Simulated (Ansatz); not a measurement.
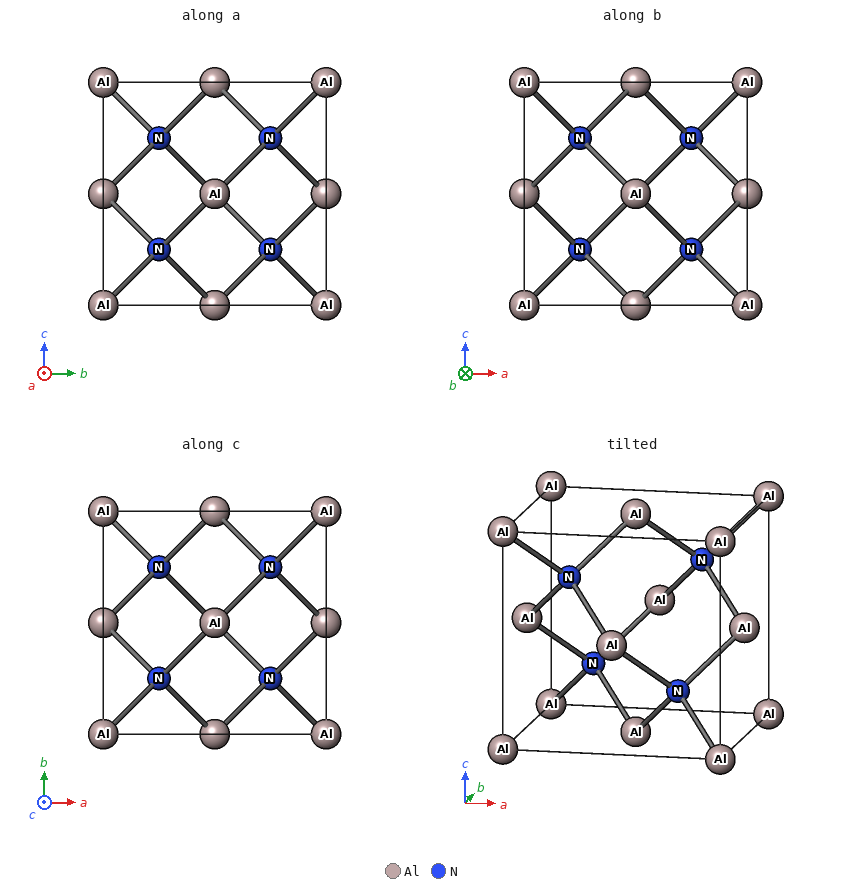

The image is a ball-and-stick drawing of a crystal, viewed along the a axis, along the b axis, along the c axis and slightly off an axis. The lines enclose the conventional unit cell; boundary atoms appear with their images.

Lattice parameters: a = 4.3420 Å, b = 4.3420 Å, c = 4.3420 Å, α = 90.000°, β = 90.000°, γ = 90.000°.

Question: Reconstruct the structure as a CIF with its space group and independent sites.

Answer:
```cif
data_structure
_symmetry_space_group_name_H-M 'F -4 3 m'
_symmetry_Int_Tables_number 216
_cell_length_a 4.3420
_cell_length_b 4.3420
_cell_length_c 4.3420
_cell_angle_alpha 90.000
_cell_angle_beta 90.000
_cell_angle_gamma 90.000
_cell_volume 81.86
loop_
_atom_site_label
_atom_site_type_symbol
_atom_site_symmetry_multiplicity
_atom_site_Wyckoff_symbol
_atom_site_fract_x
_atom_site_fract_y
_atom_site_fract_z
_atom_site_occupancy
Al1 Al 4 a 0.0000 0.0000 0.0000 1
N1 N 4 d 0.2500 0.2500 0.7500 1
```

The structure comes from a structure type filled with these elements by a generator (whether the compound takes this form wasn't checked). Earlier steps of the study, as a rule a relaxation of our own, may have changed the cell and positions, so they can lie some per cent off the listed ones. It was the input of a calculation with Ansatz.
